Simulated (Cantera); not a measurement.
Feed: 1 mol SiHCl3, a varied amount of NH3, at 1075 K and 10.0 mbar.

Method: chemical equilibrium by Gibbs-energy minimisation in Cantera with the NASA 1993 tables (ideal gas, pure condensed phases). Candidate condensed phases: NH4Cl, Si, Si3N4; 28 gas species. Mutual solubility and eutectic melting of coexisting phases are not modelled. The tables' values for SiCl3 are old estimates; treat these amounts as uncertain. Kinetics and transport are ignored.

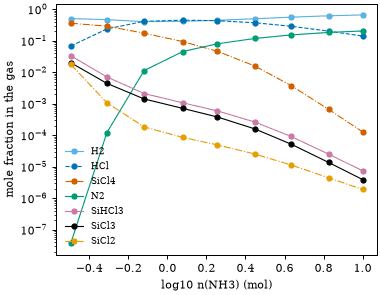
*Equilibrium gas composition (values under 1e-9 drawn at 1e-9)*

At 0.32 mol NH3 the condensed part is Si(s) + Si3N4(s). From 0.49 mol NH3 to 10 mol NH3 the condensed part is Si3N4(s). The main Si-bearing gas is SiCl4 throughout. The share of Si in condensed phases is highest at 10 mol NH3 (99.7 %) and lowest at 0.32 mol NH3 (24.0 %).
